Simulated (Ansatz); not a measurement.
A series of calculations on BNH5F

**1. Relaxation**

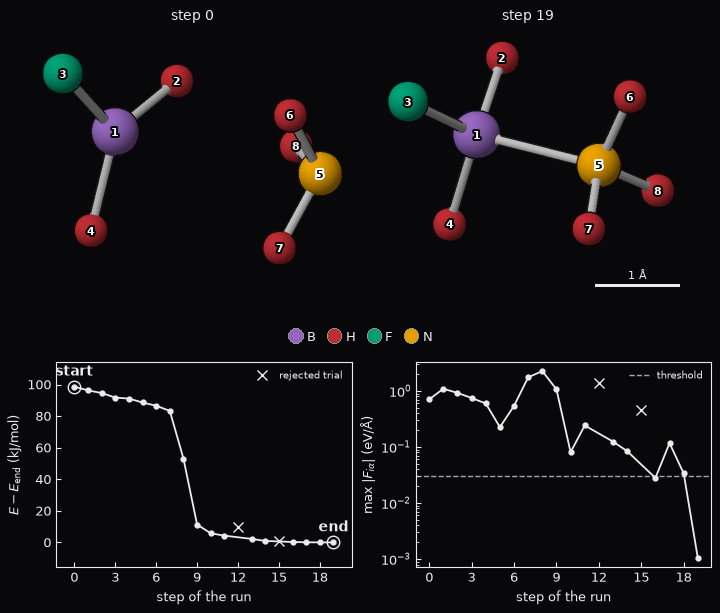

First and last geometry of a relaxation of BNH$_{5}$F, with the history of the run. The picture is a ball-and-stick view, seen at a tilt.

The run prepares an end point of a later path (reaction) calculation, from a guessed geometry.

Theory: RKS PBE-D4/def2-SVP in Ansatz 0.2.0.

The input:
```yaml
crystal:
  periodic: [false, false, false]
  atoms:
    - { symbol: B, position_ang: [0.042112, -0.231875, 0.02085] }
    - { symbol: H, position_ang: [-0.103807, -0.514819, 1.18134] }
    - { symbol: F, position_ang: [1.280632, -0.273846, -0.482396] }
    - { symbol: H, position_ang: [-0.884336, -0.010892, -0.744642] }
    - { symbol: "N", position_ang: [-0.028043, 2.254261, 1.17725] }
    - { symbol: H, position_ang: [0.981078, 2.186334, 0.99467] }
    - { symbol: H, position_ang: [-0.496982, 2.443088, 0.282867] }
    - { symbol: H, position_ang: [-0.339355, 1.310448, 1.502361] }
basis:
  gaussian: { orbitals: def2-SVP }
hamiltonian:
  xc: pbe
  dispersion: d4
relax:
  f_tol: 0.03
  max_steps: 50
output:
  orbitals: {}
```

Launched with:
```bash
ansatz run input.yaml --threads 1 --pin off --max-ram 2048MiB --backend cpu --events-out ev --progress --plain --runs-dir out
```

Read the history and describe the run.

It converged. After 17 accepted moves (19 points after the start) the energy has fallen by 98.6 kJ/mol. The largest force component goes from 0.71 to 0.001 eV/Å. The line search rejected the trial steps at points 12, 15 of the run. The forces were under the threshold at step 16, but the run went on from there. The largest move after the best rigid fit is that of N5, 0.72 Å. Largest moves by element: N 0.72 Å, H 0.62 Å, F 0.45 Å, B 0.36 Å. Among the contacts that change: B1–N5 2.743 → 1.673 Å, B1–F3 1.338 → 1.400 Å, B1–H2 1.203 → 1.238 Å, B1–H4 1.222 → 1.238 Å. New bonds form, among them: B1–N5 (2.74 → 1.67 Å). Bond angles that change, for instance: H2–B1–H4 123.7° → 115.5°, H2–B1–F3 117.9° → 114.7°.

```json
{"step": "0", "E − E(0), kJ/mol": "0.00", "largest force component, eV/Å": "0.7124", "note": ""}
{"step": "1", "E − E(0), kJ/mol": "-2.33", "largest force component, eV/Å": "1.0970", "note": ""}
{"step": "2", "E − E(0), kJ/mol": "-4.01", "largest force component, eV/Å": "0.9270", "note": ""}
{"step": "3", "E − E(0), kJ/mol": "-6.89", "largest force component, eV/Å": "0.7512", "note": ""}
{"step": "4", "E − E(0), kJ/mol": "-7.56", "largest force component, eV/Å": "0.6005", "note": ""}
{"step": "5", "E − E(0), kJ/mol": "-10.02", "largest force component, eV/Å": "0.2267", "note": ""}
{"step": "6", "E − E(0), kJ/mol": "-12.08", "largest force component, eV/Å": "0.5441", "note": ""}
{"step": "7", "E − E(0), kJ/mol": "-15.32", "largest force component, eV/Å": "1.7591", "note": ""}
{"step": "8", "E − E(0), kJ/mol": "-45.51", "largest force component, eV/Å": "2.2713", "note": ""}
{"step": "9", "E − E(0), kJ/mol": "-87.32", "largest force component, eV/Å": "1.0755", "note": ""}
{"step": "10", "E − E(0), kJ/mol": "-92.85", "largest force component, eV/Å": "0.0810", "note": ""}
{"step": "11", "E − E(0), kJ/mol": "-94.34", "largest force component, eV/Å": "0.2431", "note": ""}
{"step": "12", "E − E(0), kJ/mol": "-89.07", "largest force component, eV/Å": "1.3959", "note": "rejected"}
{"step": "13", "E − E(0), kJ/mol": "-96.41", "largest force component, eV/Å": "0.1253", "note": ""}
{"step": "14", "E − E(0), kJ/mol": "-97.70", "largest force component, eV/Å": "0.0845", "note": ""}
{"step": "15", "E − E(0), kJ/mol": "-97.48", "largest force component, eV/Å": "0.4669", "note": "rejected"}
{"step": "16", "E − E(0), kJ/mol": "-98.35", "largest force component, eV/Å": "0.0281", "note": ""}
{"step": "17", "E − E(0), kJ/mol": "-98.55", "largest force component, eV/Å": "0.1175", "note": ""}
{"step": "18", "E − E(0), kJ/mol": "-98.61", "largest force component, eV/Å": "0.0339", "note": ""}
{"step": "19", "E − E(0), kJ/mol": "-98.63", "largest force component, eV/Å": "0.0010", "note": ""}
```

**2. Relaxation**

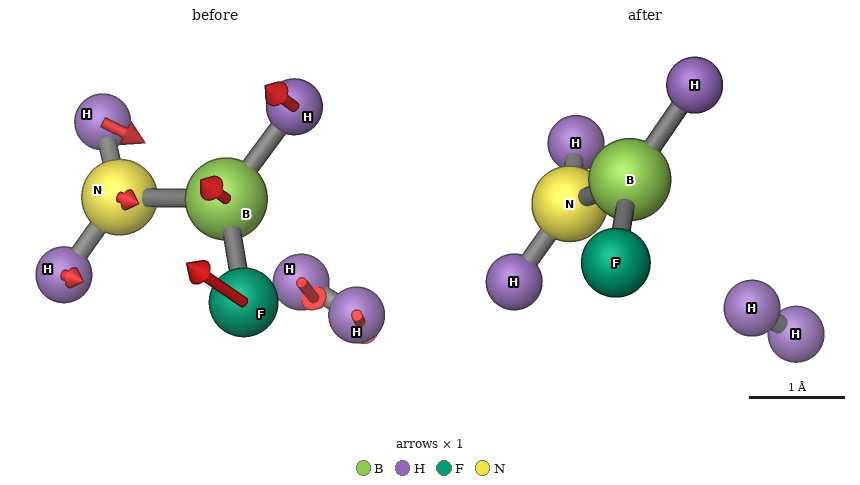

The structure of BNH₅F before (left) and after (right) a relaxation, at one scale. The red arrows give the displacements, at their true length.

The picture is a ball-and-stick view, seen from a free direction.

The run prepares an end point of a later path (reaction) calculation, from a guessed geometry.

Computed with RKS PBE-D4/def2-SVP in Ansatz 0.2.0. Settings: no spin polarisation; force threshold 0.03 eV/Å; at most 50 steps.

**What changed between the two?**

The atom that moves furthest after the best rigid fit is an H atom (1.35 Å). Largest moves by element: H 1.35 Å, F 1.00 Å, B 0.55 Å, N 0.27 Å. Some distances before and after: B–N 1.473 → 1.403 Å, H–H 0.722 → 0.771 Å, B–F 1.340 → 1.347 Å, B–H 1.213 → 1.218 Å. Over 18 accepted moves (22 points after the start) the energy falls by 0.346 eV. The largest force component goes from 2.3 to 0.02 eV/Å. The line search rejected the trial steps at points 6, 10, 13, 20 of the run. The forces were under the threshold at step 14, but the run went on from there.

**3. Path**

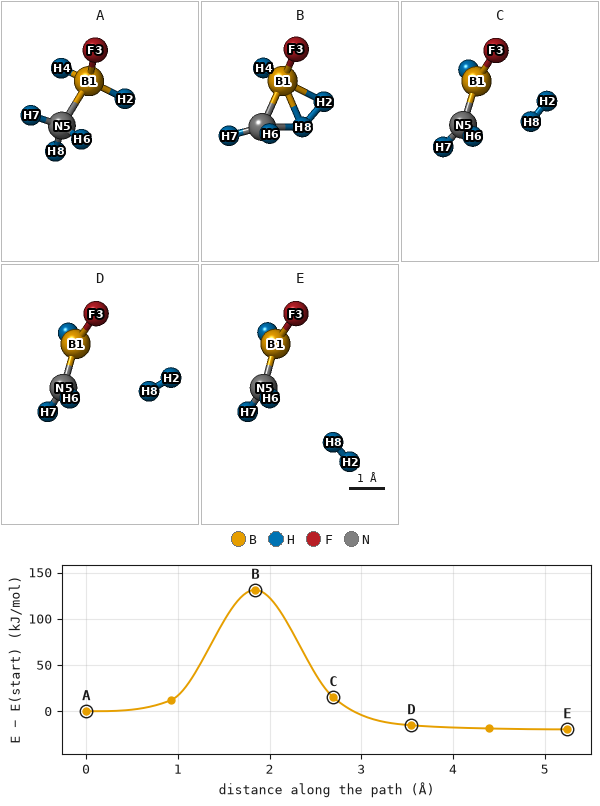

A search for the minimum-energy path of BNH$_{5}$F by the nudged elastic band. Images are numbered from 0 (start) to 6 (end). Frames A to E are images 0, 2, 3, 4, 6. A ball-and-stick model, seen from a free direction.

Theory: RKS PBE-D4/def2-SVP (Ansatz). Run with 5 movable images; climbing image; force threshold 0.05 eV/Å; iteration limit 60; starting path through a guess of the saddle point.

> Read off the barrier and say what moves.

Breaking: B1–H2 (1.24 → 1.43 at the top → 4.08 Å), N5–H8 (1.03 → 1.37 at the top → 2.69 Å). Forming: H2–H8 (2.57 → 1.03 at the top → 0.77 Å). The energy climbs by 131.2 kJ/mol to image 2 and then falls by 150.8 kJ/mol, so the end point sits at −19.6 kJ/mol. The band converged in 12 iterations. The largest component of the band force went from 7.4 to 0.04 eV/Å. The climbing image converged on the top of the path. Its vibrational analysis gives one imaginary mode (1231i cm⁻¹), as a transition state must have.

The run took 85 s on 1 thread of Arm Neoverse V1 (shared host), peak memory 0.11 GiB.
